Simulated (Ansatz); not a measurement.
# MP2/6-31G(d) (spherical functions) run of BH3 (SMILES [H]B([H])[H])

What is the vertical singlet–triplet gap of BH3 at MP2/6-31G* (spherical functions)? 

Program for the calculation: Ansatz 0.2.0.

69 further runs of the same task are left out: 2 that didn't finish, 67 set aside as unsound or not needed.

## 1. The structure to begin with

The species is BH3 (4 atoms), meant as a singlet with charge 0. As SMILES, `[H]B([H])[H]`. The coordinates come from a GFN2-xTB relaxation.

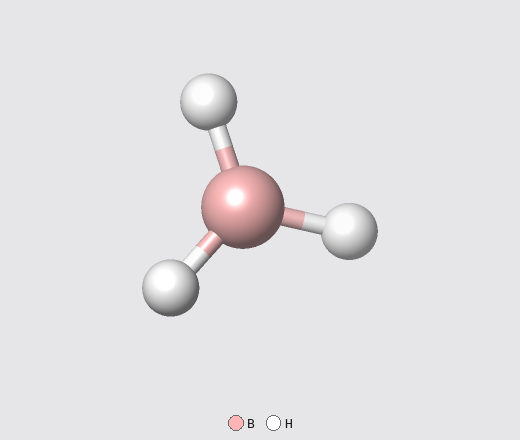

The structure, seen from a chosen angle (boron pink, hydrogen white).

## 2. A single-point energy at MP2/6-31G(d) (spherical functions)

in.yaml reads:

```yaml
crystal:
  periodic: [false, false, false]
  atoms:
    - {symbol: B, position_ang: [0.000060, 0.000030, -0.001400]}
    - {symbol: H, position_ang: [1.163870, -0.030320, 0.015280]}
    - {symbol: H, position_ang: [-0.555340, 1.023410, -0.018650]}
    - {symbol: H, position_ang: [-0.608600, -0.993120, 0.004770]}
basis:
  gaussian: {orbitals: 6-31G_st_-spherical.json}
accuracy: high
magnetization: {spin_polarized: false, initial_magnetization: 0}
correlation: {method: mp2, frozen_orbitals: {B: 1, H: 0}}
```

The basis set 6-31G* is read from a file made from the Basis Set Exchange's data (not shown).

The run is started by

```sh
ansatz run in.yaml --threads 1 --pin off --max-ram 2610MiB --events-out events.jsonl --progress --plain --runs-dir runs
```

The log of the run:

```text
Warning: RAYON_NUM_THREADS=1 ignored (pool sized by the plan → 1); use --threads N
Functional definition: HF
  name "HF"
  exchange = exact_x
  correlation = 0
417 factors; integrals over basis functions are off by at most 3.7e-9 eV
mean field evaluation 1: about -717.7000 eV, gradient 9.4e0 eV
mean field evaluation 2: about -717.6990 eV, gradient 9.4e0 eV
mean field evaluation 4: about -718.0675 eV, gradient 1.9e-1 eV
mean field evaluation 8: about -718.0676 eV, gradient 2.3e-4 eV
mean field -718.06758758 eV, -26.3884971198 hartree, gradient 7.8e-9 eV, S^2 0.000000; 0 other end points of the search recorded, 0 dependent functions left out
1 core orbitals not correlated: weight in the atoms' cores, before any rotation towards them, 1.000 or more for the frozen orbitals, at most 0.000 for the correlated occupied ones
reference -718.06758758 eV, -26.3884971198 hartree; 3, 3 occupied and 16, 16 virtual orbitals, 417 factors
second order -2.00326217 eV of doubles, -0.00000000 eV of singles
Total energy: -720.07084975 eV, -26.4621156466 hartree
```

Wall time 0.1 s (1 thread of Arm Neoverse V1, shared host).

## 3. The triplet at the same level

run.yaml reads:

```yaml
crystal:
  periodic: [false, false, false]
  atoms:
    - {symbol: B, position_ang: [0.000060, 0.000030, -0.001400]}
    - {symbol: H, position_ang: [1.163870, -0.030320, 0.015280]}
    - {symbol: H, position_ang: [-0.555340, 1.023410, -0.018650]}
    - {symbol: H, position_ang: [-0.608600, -0.993120, 0.004770]}
basis:
  gaussian:
    orbitals: 6-31G_st_-spherical.json
total_charge: 0
magnetization:
  spin_polarized: true
  initial_magnetization: 2
correlation:
  method: mp2
  frozen_orbitals: {B: 1, H: 0}
accuracy: high
```

The basis set 6-31G* is read from a file made from the Basis Set Exchange's data (not shown).

The run is started by

```sh
ansatz run run.yaml --threads 1 --pin off --max-ram 2610MiB --events-out events.jsonl --progress --plain --runs-dir runs
```

The log of the run:

```text
Warning: RAYON_NUM_THREADS=1 ignored (pool sized by the plan → 1); use --threads N
[... 4 set-up lines as earlier in the session ...]
417 factors; integrals over basis functions are off by at most 3.7e-9 eV
mean field evaluation 1: about -711.7382 eV, gradient 8.5e0 eV
mean field evaluation 2: about -711.7423 eV, gradient 8.5e0 eV
mean field evaluation 4: about -712.3818 eV, gradient 7.1e-1 eV
mean field evaluation 8: about -712.3937 eV, gradient 1.2e-1 eV
mean field evaluation 16: about -712.4248 eV, gradient 2.8e-1 eV
mean field evaluation 32: about -712.4251 eV, gradient 3.4e-3 eV
mean field -712.42599893 eV, -26.1811725610 hartree, gradient 2.8e-8 eV, S^2 2.008104; 4 other end points of the search recorded, 0 dependent functions left out
1 core orbitals not correlated: weight in the atoms' cores, before any rotation towards them, 1.000 or more for the frozen orbitals, at most 0.000 for the correlated occupied ones
reference -712.42599893 eV, -26.1811725610 hartree; 4, 2 occupied and 15, 17 virtual orbitals, 417 factors
second order -1.94038352 eV of doubles, -0.00000000 eV of singles
Total energy: -714.36638245 eV, -26.2524803403 hartree
```

Run time: 0.16 s. Hardware: 1 thread of Arm Neoverse V1, shared host.

## 4. Summary of results

At MP2/6-31G* (spherical functions), 1 core orbital frozen:

```
                                           quantity         value
                              singlet: total energy  -26.46212 Eh
singlet: correlation energy (1 core orbital frozen)     -73.6 mEh
                              triplet: total energy  -26.25248 Eh
triplet: correlation energy (1 core orbital frozen)     -71.3 mEh
         triplet: ⟨S²⟩ of the reference determinant         2.008
   vertical energy of the triplet above the singlet      5.704 eV
```

**Reading.** At this shape the triplet lies 5.70 eV (132 kcal/mol) above the singlet.
